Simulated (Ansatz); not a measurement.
Pulling on the Si6–H7 bond in CH6BeSi (SMILES [CH3][Be][SiH3]) (multiplicity 1 held, fragments rigid). Energies count from the point at 1.489 Å.
Geometry at that point (charge 0, multiplicity 1):
```
atom    x (Å)    y (Å)    z (Å)
----  -------  -------  -------
Be    -0.0942   0.6089  -0.4323
C     -0.3037   1.9621  -1.3932
H     -1.0994   2.6140  -1.0162
H     -0.5713   1.6974  -2.4221
H      0.6055   2.5709  -1.4485
Si     0.1795  -1.1596   0.8234
H      0.2134  -2.4192   0.0293
H     -0.9139  -1.3209   1.8219
H      1.4519  -1.1149   1.5963
```

Restricted levels (R-, RO-) in cc, def2 and unpolarised 6-31G sets keep to the state of the molecule at rest. Unrestricted levels (U-) break spin symmetry where that is lower. Active spaces are followed from a long bond inwards. Levels need not reach the same state.

Cores are frozen in the correlated methods.

The values were computed with Ansatz (Gaussian basis) for Hartree–Fock, density functionals and correlated methods. Each number belongs to the level named beside it.

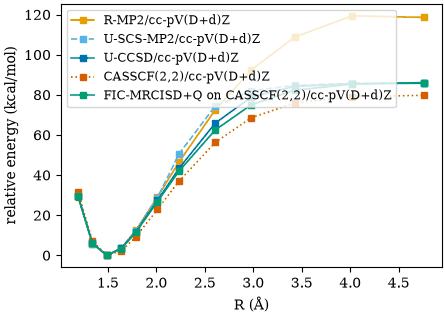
*Relative energy along the coordinate*

Doubts at one or more of the structures used: a restricted determinant that unrestricted orbitals would lower (R-MP2/cc-pV(D+d)Z); a spin-contaminated determinant (U-SCS-MP2/cc-pV(D+d)Z, U-CCSD/cc-pV(D+d)Z); T1 above 0.05 (U-CCSD/cc-pV(D+d)Z).

Ansatz is a first-principles code.
